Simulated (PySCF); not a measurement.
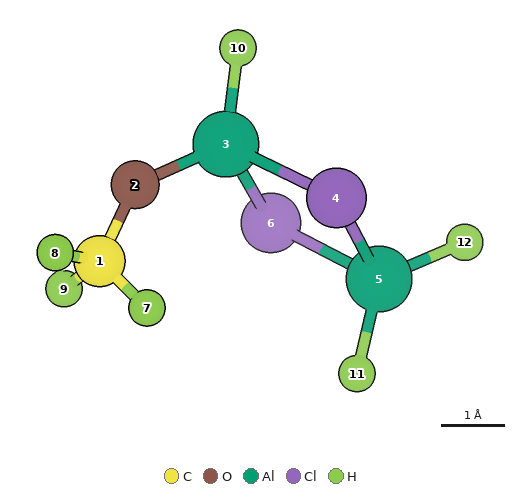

*The input geometry (ball-and-stick view, seen at a tilt; atoms are numbered from 1 in the order of the input). Sticks mark near contacts.*

Excited-state calculation, with input and output: CH₆Al₂Cl₂O

- system: CH₆Al₂Cl₂O, SMILES C[O][AlH-]1[Cl+][AlH2-][Cl+]1
- method: TDDFT PBE0/6-31+G*, vertical, gas phase, core orbitals frozen in the response (PySCF 2.14.0)

The geometry comes from this level: PBE0-D3(BJ)/def2-SVP.

Output
```
coarse grid: 12392 points
cycle   1  E = -1521.6167981369  dE =  3.222e-01  |g| = 7.048e-01  |ddm| = 3.273e+00
cycle   2  E = -1521.3809343104  dE =  2.359e-01  |g| = 1.289e+00  |ddm| = 1.986e+00
cycle   3  E = -1521.7200732705  dE = -3.391e-01  |g| = 9.680e-02  |ddm| = 1.415e+00
cycle   4  E = -1521.7221802986  dE = -2.107e-03  |g| = 3.476e-02  |ddm| = 1.878e-01
cycle   5  E = -1521.7225461723  dE = -3.659e-04  |g| = 3.981e-03  |ddm| = 6.555e-02
cycle   6  E = -1521.7225508425  dE = -4.670e-06  |g| = 4.602e-04  |ddm| = 9.251e-03
final grid: 101920 points
cycle   7  E = -1521.6560723073  dE = -7.751e-06  |g| = 7.718e-03  |ddm| = 3.148e-02
cycle   8  E = -1521.6560599556  dE =  1.235e-05  |g| = 1.130e-02  |ddm| = 1.329e-02
cycle   9  E = -1521.6560842588  dE = -2.430e-05  |g| = 1.190e-03  |ddm| = 8.199e-03
cycle  10  E = -1521.6560845902  dE = -3.314e-07  |g| = 7.142e-05  |ddm| = 1.157e-03
cycle  11  E = -1521.6560845915  dE = -1.336e-09  |g| = 2.559e-05  |ddm| = 1.763e-04
cycle  12  E = -1521.6560845917  dE = -1.855e-10  |g| = 6.424e-06  |ddm| = 5.194e-05
```

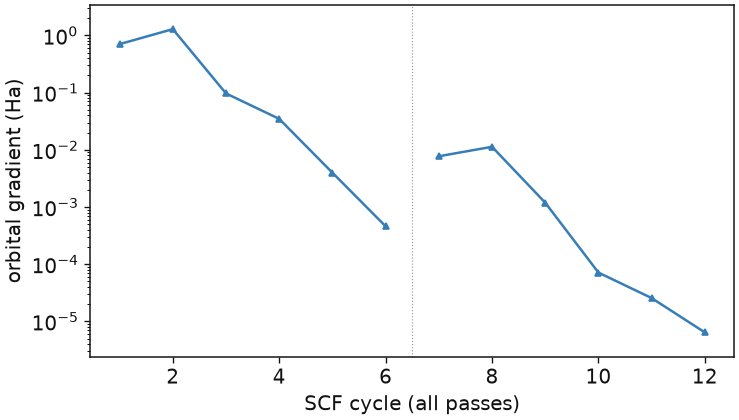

*Convergence of the self-consistent field: orbital gradient against the SCF cycle. The dotted line marks the change from a coarse to the final integration grid.*

The first 6 cycles use a coarse grid, the final grid takes over at cycle 7, and the field converges after 12 cycles in all.

```
converged SCF energy = -1521.6560845917

Static polarisability (au): isotropic 83.905, principal 76.797 82.322 92.596

Singlet excitations
state   eV       nm        f      main configurations
  1   6.5532    189.2   0.00011   H-1->L 0.55, H-2->L 0.42
  2   6.6094    187.6   0.03550   H->L 0.96
  3   6.7452    183.8   0.00050   H-2->L 0.55, H-1->L 0.41
  4   7.0069    176.9   0.00263   H->L+1 0.48, H->L+2 0.27, H->L+3 0.21
  5   7.1849    172.6   0.00611   H-1->L+1 0.68, H-2->L+1 0.10, H-1->L+2 0.08
  6   7.2416    171.2   0.00206   H->L+2 0.55, H->L+1 0.35
  7   7.3108    169.6   0.01046   H-2->L+1 0.57, H-1->L+2 0.22, H-1->L+3 0.13
  8   7.3634    168.4   0.00965   H->L+3 0.67, H->L+1 0.11, H->L+2 0.11
  9   7.5069    165.2   0.00346   H-1->L+2 0.57, H-2->L+1 0.17, H-1->L+1 0.13
 10   7.5536    164.1   0.00046   H-3->L 0.92

Triplet excitations (Tamm-Dancoff, eV): 6.1991 6.3372 6.6334 6.7572
```

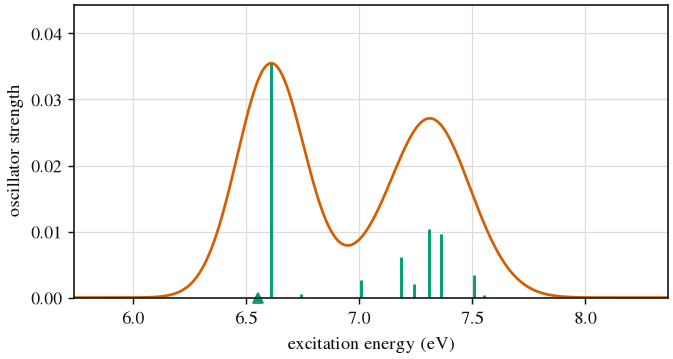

*Computed excitations as sticks (degenerate states added up, dark ones marked on the axis), with a Gaussian envelope of 0.35 eV full width at half maximum, scaled to the tallest.*

Of the 10 states the lowest lies at 6.55 eV (f = 0.000); the strongest line is at 6.61 eV, or 188 nm (f = 0.035).

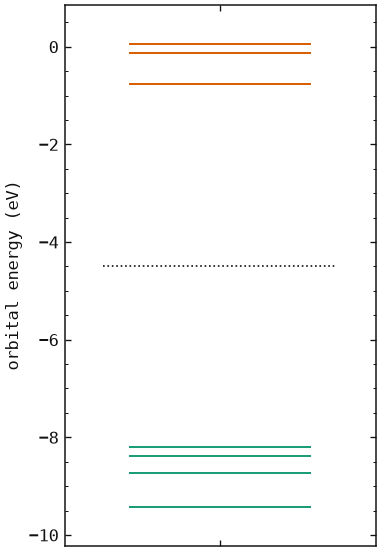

*Orbital energies near the frontier; the dotted line parts filled from empty levels, and levels within 0.02 eV of each other stand side by side.*

Highest filled −8.21 eV, lowest empty −0.77 eV, 7.44 eV apart.

The run was set up as follows.

Input file
```
{"job": {"kind": "uv", "xc": "PBE0", "basis": "6-31+G*"}, "charge": 0, "multiplicity": 1}
C     -2.050679    -0.980386     0.131623
O     -1.722036     0.367941     0.145840
Al    -0.374996     1.381525     0.153779
Cl     1.103142     0.647116     1.780177
Al     2.566676    -0.102161     0.156499
Cl     1.120647     0.679087    -1.470621
H     -1.263256    -1.615355     0.580153
H     -2.978998    -1.152907     0.702495
H     -2.222043    -1.340013    -0.898973
H     -0.491420     2.941770     0.162175
H      2.517619    -1.678647     0.140499
H      3.840363     0.826710     0.173741
```

The first line tells a small driver script what to run in PySCF; the rest is the geometry in Å.

Command:
```bash
OMP_NUM_THREADS=1 python <driver script> task.json out
```

Key numbers

| quantity | value |
| --- | --- |
| outcome | converged |
| total energy | −1521.656085 hartree |
| HOMO | −8.21 eV |
| LUMO | −0.77 eV |
| dipole moment | 0.95 D |
| mean polarisability | 83.90 a.u. |
| lowest singlet excitation | 6.55 eV |
| hardware | 1 CPU thread, shared host |
| wall time | 16 s |
| peak memory | 0.69 GiB |
